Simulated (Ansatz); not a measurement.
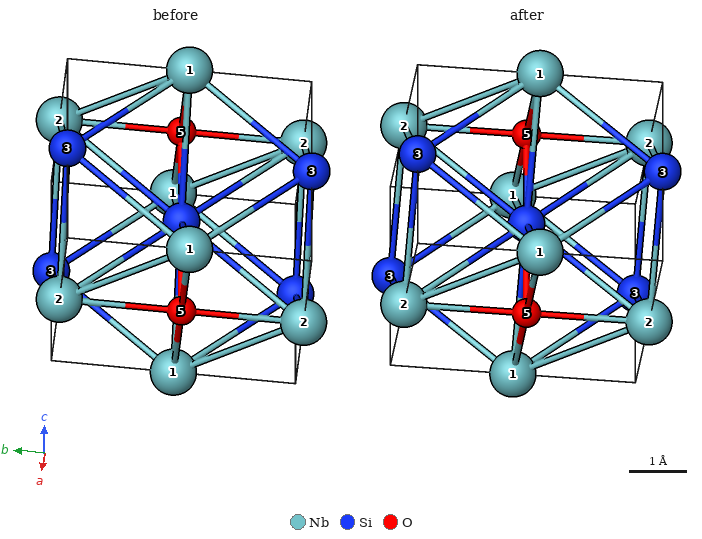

The structure of a crystal of Nb2Si2O (a generated structure, set up in Cmmm) before (left) and after (right) a relaxation, at one scale.

The picture is a ball-and-stick view of the cell of the calculation, seen from a free direction.

All numbers below come from DFT PBE, scalar-relativistic, plane waves, PAW (Ansatz 0.2.0). (plane-wave cutoff 420 eV; k-point mesh 8 × 8 × 10; occupations gaussian; smearing width 0.1 eV; no spin polarisation; cell and atoms relaxed; force threshold 0.01 eV/Å; at most 80 steps)

Q: What changed between the two?

A: Over 6 accepted moves (8 points after the start) the energy falls by 5.6 meV per atom. All forces vanish by symmetry, so only the cell relaxes. The pressure goes from −0.25 to −0.01 GPa. At 2 points the geometry stayed and the basis and grid were re-selected for the new cell (energy shift of 0.3 meV per atom at most each time). The atoms keep their places relative to the cell (all moves are under 0.005 Å). The drawn cell changes as follows: a = b 4.412 → 4.395 Å (−0.4 %), c 3.660 → 3.648 Å (−0.3 %), γ 97.1° → 91.9°; the volume changes by −0.4 %. Some distances before and after: Nb–Nb 3.307 → 3.159 Å, Nb–Nb 2.921 → 3.056 Å, Nb–Si 2.866 → 2.856 Å, Nb–O 2.206 → 2.198 Å. Among the angles between lasting bonds that change: Nb–O–Nb 82.9° → 88.1°, Nb–O–Nb 97.1° → 91.9°. The space group stays Cmmm (No. 65).
